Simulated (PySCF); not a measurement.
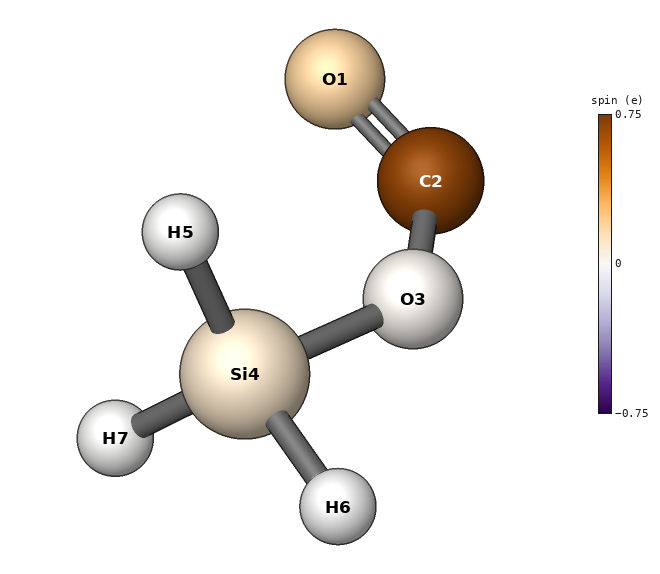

Atoms are coloured by their Mulliken spin populations. State: neutral, doublet. The geometry was computed by an optimisation with GFN2-xTB. No frequency run is at hand to confirm it as a minimum. Level of theory: UKS B3LYP, pcH-1 on C H O Si, non-relativistic (PySCF 2.14.0).

### Which atom carries the largest spin population?

C2 (0.70 e).

### Which atom has the lowest spin population?

H5, H6, H7 (0.00 e).

Give the Mulliken spin populations atom by atom.

```csv
atom,value (e)
O1,0.18
C2,0.70
O3,0.02
Si4,0.09
H5,0.00
H6,0.00
H7,0.00
```

Mulliken values depend strongly on the basis set. The geometry is semi-empirical. Around Si such bond lengths and angles can be off by a tenth of an ångström or more and by several degrees, and values that hang on the shape move with them.
